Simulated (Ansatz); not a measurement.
**Single-point calculation of C4H2F2Hf**

C4H2F2Hf, computed with RKS PBE/def2-TZVPD (Ansatz 0.2.0).

Some settings of this run were made unusual or wrong on purpose. The geometry comes from this level: PBE0-D4/def2-TZVP.

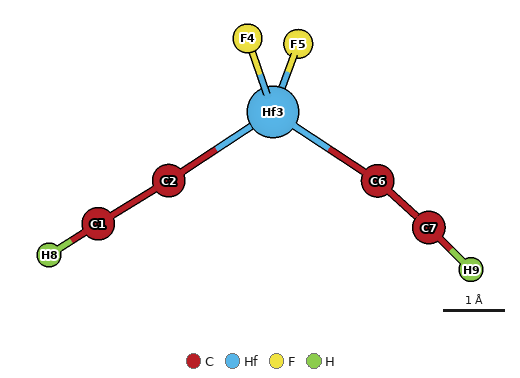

**Figure 1.** The structure (ball-and-stick view, seen at a tilt; atoms are numbered from 1 in the order of the input). Sticks mark near contacts.

Input file
```yaml
crystal:
  periodic: [false, false, false]
  atoms:
    - {symbol: C, position_ang: [-0.227652, -2.811604, -1.105947]}
    - {symbol: C, position_ang: [-0.468535, -1.546402, -0.611700]}
    - {symbol: Hf, position_ang: [-0.767075, 0.302252, 0.413762]}
    - {symbol: F, position_ang: [-1.245944, -0.055782, 2.336514]}
    - {symbol: F, position_ang: [-2.245864, 1.158887, -0.301651]}
    - {symbol: C, position_ang: [0.808959, 1.679526, 0.205651]}
    - {symbol: C, position_ang: [1.858825, 2.274733, 0.195493]}
    - {symbol: H, position_ang: [-0.061780, -3.693581, -1.494919]}
    - {symbol: H, position_ang: [2.722777, 2.767544, 0.054471]}
basis:
  gaussian: {orbitals: def2-TZVPD, final_grid: {core_spheres: 1, valence_spheres: 1, degree: 5}}
hamiltonian: {xc: {name: PBE}}
```

Hardware: 8 threads of Arm Neoverse V2, 23 GiB of memory available, shared host.

Launched with:
```bash
ansatz run in.yaml --threads 8 --pin off --events-out ev --progress --plain --max-ram 18278MiB
```

What the program printed
```
Functional definition: PBE
  name "PBE"
  cite "Perdew, Burke & Ernzerhof, Phys. Rev. Lett. 77, 3865 (1996) doi:10.1103/PhysRevLett.77.3865"
  parent pbe
  parameter kappa = 0.804
  parameter beta = 0.06672455060314922
  exchange = pbe_x(kappa = kappa, mu = beta*pi^2/3)
  correlation = pbe_c(beta = beta)
1559 factors; their error is unknown
mean field evaluation 1: about -10898.7187 eV, gradient 8.8e1 eV
mean field evaluation 2: about -10763.0466 eV, gradient 2.7e2 eV
mean field evaluation 4: about -10902.7782 eV, gradient 6.8e1 eV
mean field evaluation 8: about -10915.3858 eV, gradient 2.1e0 eV
mean field evaluation 16: about -10904.1296 eV, gradient 2.1e1 eV
a density is far from that of the atoms, so the factors are made again for it
2114 factors; integrals over basis functions are off by at most 7.6e-4 eV
mean field -10905.72181797 eV, -400.7778846466 hartree, gradient 3.8e-5 eV, S^2 0.000000; 0 other end points of the search recorded, 0 dependent functions left out
reference -10905.72200904 eV, -400.7778916682 hartree; 28, 28 occupied and 261, 261 virtual orbitals, 2114 factors
Total energy: -10905.72200904 eV, -400.7778916682 hartree
```

Outcome

| quantity | value |
| --- | --- |
| outcome | converged |
| total energy | −10905.7220 eV |
| SCF solution under orbital rotations | stable |
| wall time | 4.5 s (CPU time 31 s) |
| peak memory | 0.94 GiB |

What went wrong

This input holds a deliberate fault: grid. The run converged all the same; its numbers are those of the faulty input and shouldn't be used.
